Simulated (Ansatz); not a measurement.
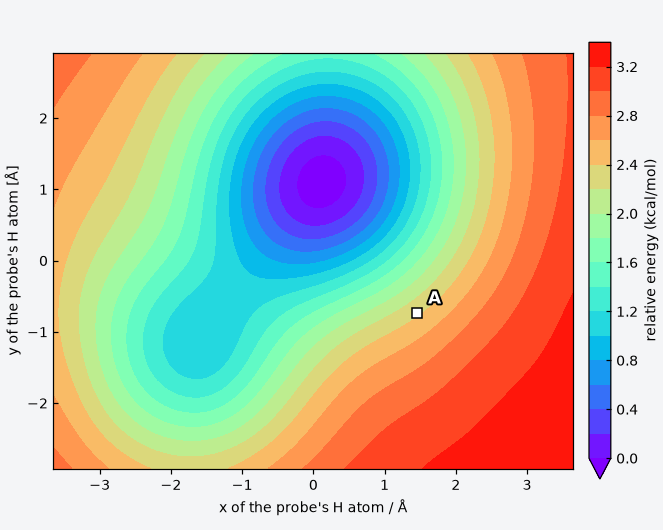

CH₆SSi (SMILES CS[SiH3]) with the probe HF. 
- The probe is moved over a plane parallel to the molecule's main plane, 3.32 Å above it.
- The first coordinate is: x of the probe's H atom; the second: y of the probe's H atom.
- Nothing is relaxed (molecule and probe rigid, the probe upright with H nearest the plane).
- The scan uses an 11 × 9 grid.
- Points are written as (first, second).
- All energies are given in kcal/mol relative to the lowest grid point.
- Method: Ansatz 0.2.0, RKS PBE-D4/def2-SVPD.

In the figure: filled contours, the point A. Between grid points the surface is interpolated.

Is A at rest? If not, where is it pushed?

Answer. A, at (1.46 Å, −0.73 Å), is not a stationary point. The computed force is 0.037 eV/Å in the plane, pointing up and left in the picture (components −0.022 and 0.030 eV/Å).
